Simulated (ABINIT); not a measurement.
# Quasiparticle gap of MoS2 (P6_3/mmc) in ABINIT, part 3 of 3

How does a plane-wave GW calculation on MoS2 (P6_3/mmc) run from the first input to the gap?

ABINIT 10.8.3; PBE and many-body steps on it, plane waves. Known limits of the many-body steps: not at the basis limit; screening head approximate; coarse k mesh.

So far. Step 4 (Empty states on the mesh, 3×3×1 mesh, 268 bands): On this mesh the gap is 1.045 eV. The earlier step found 0.883 eV, so this mesh misses an edge. Step 5 (Screening, 3×3×1 mesh, 244 bands, screening to 119.7 eV): Local fields lower ε∞ by 12 %. On a Γ-centred mesh this coarse the value itself is usually too large, while a short band sum pulls it down.

The database entry behind the starting cell differs from later determinations by our own check (about 0.3 % long), so it need not match the best structure at ambient conditions.

## (6) Self-energy, 3×3×1 mesh, 244 bands, screening to 119.7 eV

The self-energy is evaluated for the states that the input lists, and the levels follow from it, in one-shot runs by the linearised quasiparticle equation.

This step: G0W0 on PBE with spin-orbit coupling, plane waves, norm-conserving pseudopotentials.

File run.abi:

```
acell 3*1.0 Angstrom
rprim 
  3.169000000004 -0.000000000001 0.000000000000
  -1.584500000001 2.744434504597 0.000000000000
  0.000000000000 0.000000000000 12.324000000000
ntypat 2
znucl 42 16
natom 6
typat 1 1 2 2 2 2
xred 
  0.333333333333 0.666666666667 0.250000000000
  0.666666666667 0.333333333333 0.750000000000
  0.333333333333 0.666666666667 0.623000000000
  0.666666666667 0.333333333333 0.123000000000
  0.333333333333 0.666666666667 0.877000000000
  0.666666666667 0.333333333333 0.377000000000
pp_dirpath "pseudos"
pseudos "Mo.upf, S.upf"
ecut 36
nspinor 2
ngkpt 3 3 1
nshiftk 1
shiftk 0 0 0
kptopt 1
chksymbreak 0
istwfk *1
occopt 1
irdwfk 1
optdriver 4
nband 244
gwcalctyp 0
ecutsigx 36
symsigma 0
nkptgw 2
kptgw 
  0.0000000000 0.0000000000 0.0000000000
  0.3333333333 0.3333333333 0.0000000000
bdgw 
  49 56
  49 56
ecuteps 4.4
irdscr 1
ppmodel 1
indata_prefix "in"
outdata_prefix "out"
tmpdata_prefix "tmp"
```

Started as:

```sh
$ OMP_NUM_THREADS=1 mpirun -n 4 abinit run.abi > log
```

Numbers of over 12 decimals in the logs are rounded to 6 here.

The program printed:

```text
.Version 10.8.3 of ABINIT. v10.8.2 released Aug 2026.

 Symmetries : space group P6_3/m m c (#194); Bravais hP (primitive hexag.)
[... echo of the input left out ...]
== DATASET  1 ==================================================================
-   mpi_nproc: 4, omp_nthreads: 1 (-1 if OMP is not activated)

--- !DatasetInfo
iteration_state: {dtset: 1, }
dimensions: {natom: 6, nkpt: 3, mband: 244, nsppol: 1, nspinor: 2, nspden: 1, mpw: 7476, }
cutoff_energies: {ecut:  36.0, pawecutdg:  -1.0, }
electrons: {nelect:   5.20000000E+01, charge:   0.00000000E+00, occopt:   1.00000000E+00, tsmear:   1.00000000E-02, }

 SIGMA: Calculation of the GW corrections

 Based on a program developped by R.W. Godby, V. Olevano, G. Onida, and L. Reining.
 Incorporated in ABINIT by V. Olevano, G.-M. Rignanese, and M. Torrent.
.Using double precision arithmetic ; gwpc =  8

[... cell and pseudopotentials left out ...]
--------------------------------------------------------------------------------

 ==== K-mesh for the wavefunctions ====
 Number of points in the irreducible wedge :     3
[... list of points left out ...]
 Together with 24 symmetry operations and time-reversal symmetry
 yields     9 points in the full Brillouin Zone.

 ==== Q-mesh for screening function ====
 Number of points in the irreducible wedge :     3
[... list of points left out ...]
 Together with 24 symmetry operations and time-reversal symmetry
 yields     9 points in the full Brillouin Zone.

 vcoul_init : cutoff-mode = AUXILIARY_FUNCTION
 q-points for optical limit:   1
     1)      0.000010    0.000020    0.000030
 setmesh: FFT mesh size selected  =    32x   32x  128
          total number of points  =       131072

 Number of electrons calculated from density =   52.0000; Expected =   52.0000
 average of density, n =  0.071892
 r_s =    1.4919
 omega_plasma =   25.8640 [eV]

 === KS Band Gaps ===
  >>>> For spin  1
   Minimum direct gap =   1.6217 [eV], located at k-point      :   0.3333  0.3333  0.0000
   Fundamental gap    =   1.0449 [eV], Top of valence bands at :   0.0000  0.0000  0.0000
                                       Bottom of conduction at :   0.3333  0.3333  0.0000
 SIGMA fundamental parameters:
 PLASMON POLE MODEL  1
 number of plane-waves for SigmaX                 7437
 number of plane-waves for SigmaC and W            315
 number of plane-waves for wavefunctions          7437
 number of bands                                   244
 number of independent spin polarizations            1
 number of spinorial components                      2
 number of k-points in IBZ                           3
 number of q-points in IBZ                           3
 number of symmetry operations                      24
 number of k-points in BZ                            9
 number of q-points in BZ                            9
 number of frequencies for dSigma/dE                 9
 frequency step for dSigma/dE [eV]                0.25
 number of omega for Sigma on real axis              0
 max omega for Sigma on real axis  [eV]           0.00
 zcut for avoiding poles [eV]                     0.10

 EPSILON^-1 parameters (SCR file):
 dimension of the eps^-1 matrix on file            315
 dimension of the eps^-1 matrix used               315
 number of plane-waves for wavefunctions          7437
 number of bands                                   244
 number of q-points in IBZ                           3
 number of frequencies                               2
 number of real frequencies                          1
 number of imag frequencies                          1

 matrix elements of self-energy operator (all in [eV])

 Perturbative Calculation

--- !SelfEnergy_ee
iteration_state: {dtset: 1, }
kpoint     : [   0.000,    0.000,    0.000, ]
spin       : 1
KS_gap     :    2.053
QP_gap     :    2.495
Delta_QP_KS:    0.442
data: !SigmaeeData |
     Band     E0 <VxcDFT>   SigX SigC(E0)      Z dSigC/dE  Sig(E)    E-E0       E
       49   7.298 -15.384 -16.752   1.680   0.780  -0.282 -15.141   0.243   7.541
       50   7.298 -15.384 -16.752   1.680   0.780  -0.282 -15.141   0.243   7.541
       51   8.441 -16.361 -17.403   1.475   0.777  -0.287 -16.025   0.336   8.778
       52   8.441 -16.361 -17.403   1.475   0.777  -0.287 -16.025   0.336   8.778
       53  10.495 -15.695 -10.993  -3.705   0.781  -0.281 -14.917   0.779  11.273
       54  10.495 -15.695 -10.993  -3.705   0.781  -0.281 -14.917   0.779  11.273
       55  10.523 -15.591 -10.901  -3.710   0.781  -0.280 -14.825   0.766  11.289
       56  10.523 -15.591 -10.901  -3.710   0.781  -0.280 -14.825   0.766  11.289

--- !SelfEnergy_ee
iteration_state: {dtset: 1, }
kpoint     : [   0.333,    0.333,    0.000, ]
spin       : 1
KS_gap     :    1.622
QP_gap     :    2.272
Delta_QP_KS:    0.650
data: !SigmaeeData |
     Band     E0 <VxcDFT>   SigX SigC(E0)      Z dSigC/dE  Sig(E)    E-E0       E
       49   7.646 -16.285 -17.598   1.733   0.779  -0.284 -15.958   0.327   7.973
       50   7.646 -16.285 -17.598   1.733   0.779  -0.284 -15.958   0.327   7.973
       51   7.864 -16.446 -17.648   1.651   0.778  -0.285 -16.097   0.349   8.213
       52   7.864 -16.446 -17.648   1.651   0.778  -0.285 -16.097   0.349   8.213
       53   9.486 -17.598 -12.726  -3.584   0.775  -0.290 -16.599   0.999  10.485
       54   9.486 -17.598 -12.726  -3.584   0.775  -0.290 -16.599   0.999  10.485
       55   9.488 -17.580 -12.691  -3.602   0.776  -0.289 -16.582   0.999  10.486
       56   9.488 -17.580 -12.691  -3.602   0.776  -0.289 -16.582   0.999  10.486

== END DATASET(S) ==============================================================
================================================================================

 -outvars: echo values of variables after computation  --------
           etotal      0.0000000000E+00
            nband         244
             nkpt           3
          spgroup         194
 [... the other variables as echoed above ...]

 Calculation completed.
```

Run time: 1.7 min. Hardware: 4 MPI ranks of Arm Neoverse V1, shared host; peak memory 1.7 GiB.

Numbers from this step:

| Quantity | Value |
| --- | --- |
| G0W0 gap on the points computed | 1.707 eV |
| starting gap on the mesh | 1.045 eV |
| k of the valence top | 0, 0, 0 |
| k of the conduction bottom | 0.3333, 0.3333, 0 |
| Z at the valence top | 0.777 |
| Z at the conduction bottom | 0.775 |
| least direct G0W0 gap on the computed points | 2.272 eV |

The gap on the mesh goes from 1.04 eV to 1.71 eV, a correction of +0.66 eV. The start differs from the 0.88 eV found before because the two sample other k points.

Limits: finite bands, cutoff and mesh; screening head approximate; coarse k mesh. v1 is the top filled band, c1 the lowest empty one. The levels before and after the correction (eV, zero at the valence-band top of each column):

```
           conduction bottom  valence top
Kohn-Sham               1.04         0.00
     G0W0               1.71         0.00
```

```
                           level  energy (eV)
Kohn-Sham                   Γ v3       -1.143
Kohn-Sham                Γ v2-v1        0.000
Kohn-Sham                Γ c1-c2        2.053
Kohn-Sham                   Γ c3        2.082
Kohn-Sham     (0.333 0.333 0) v3       -0.795
Kohn-Sham  (0.333 0.333 0) v2-v1       -0.577
Kohn-Sham  (0.333 0.333 0) c1-c3        1.045
     G0W0                   Γ v3       -1.237
     G0W0                Γ v2-v1        0.000
     G0W0                Γ c1-c2        2.495
     G0W0                   Γ c3        2.511
     G0W0     (0.333 0.333 0) v3       -0.805
     G0W0  (0.333 0.333 0) v2-v1       -0.565
     G0W0  (0.333 0.333 0) c1-c3        1.707
```

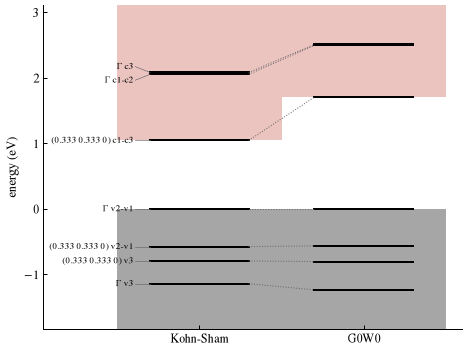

Levels before and after the correction. Shaded: valence and conduction bands.

## (7) Where the time went

Times are wall times on the hardware named with each run, good to a factor of about two.

```
                          step     time  share  memory (GiB)
                  ground state  6.2 min   31 %          0.66
bands along the symmetry lines  6.4 min   32 %          0.95
      empty states on the mesh  4.6 min   23 %          0.49
                     screening     71 s    6 %           1.9
                   self-energy  1.7 min    9 %           1.7
```

## (8) Results

```json
{"PBE gap": "0.88 eV, indirect", "G0W0 gap on the mesh": "1.71 eV", "G0W0 gap over the zone (rigid shift)": "1.55 eV", "GW settings": "3×3×1 mesh, 244 bands, screening to 119.7 eV, Godby-Needs plasmon pole", "known limits": "not at the basis limit; screening head approximate; coarse k mesh"}
```

In words: G0W0 moves the gap on the mesh from 1.04 eV to 1.71 eV (+0.66 eV), with Z of 0.78 and 0.78 at the edges. The mesh misses the band edges by 0.16 eV in all; a rigid shift gives 1.55 eV for the zone. Local fields lower the RPA ε∞ on this mesh from 21.86 to 19.25; a Γ-centred mesh this coarse tends to raise both, most where the direct gap is narrow, while a short band sum lowers them. Only 2 of the mesh's irreducible points were corrected, so a valley elsewhere could overtake. Bands and cutoff are finite, so the gap is not at the basis limit. The miss can reach some tenths of an eV and take either sign; the mesh is an error of its own. In the G0W0 run levels were corrected at 2 k points alone, so a gap called «on the mesh» is the least over those, and an edge elsewhere would be missed. A denser mesh or path gives a starting gap of 0.88 eV: the GW mesh misses a band edge, so its gaps are not the fundamental one. The 3×3×1 mesh is coarse for this cell, which bears on the long-range parts of exchange and screening. The long-wavelength limit of the screening leaves out the non-local commutator, which shifts ε∞.

[Paths, hosts, dates, memory and timing lines, banners, echoed tables and standing remarks are left out of the program output.]

[Logs are printed without paths, hosts, clocks, repeated set-up lines and the standing remarks that a program may print on its own settings, such as how far it seeks lower states.]

[Runs of the session that timed out or met a known fault of the program may be left out.]

[Hosts, paths, dates, database ids (printed as entryN), source tags and the programs' standing remarks are cut or masked in the printed files.]

[G0W0 gaps are taken among the corrected bands and points alone; a level outside them can change the order at an edge.]

[Where Ansatz stands beside ABINIT at settings called matched, ABINIT's density can come from a denser mesh and the files from another edition; pairs whose starting gaps differed by over 0.03 eV were left out, so agreement reads better than it is.]
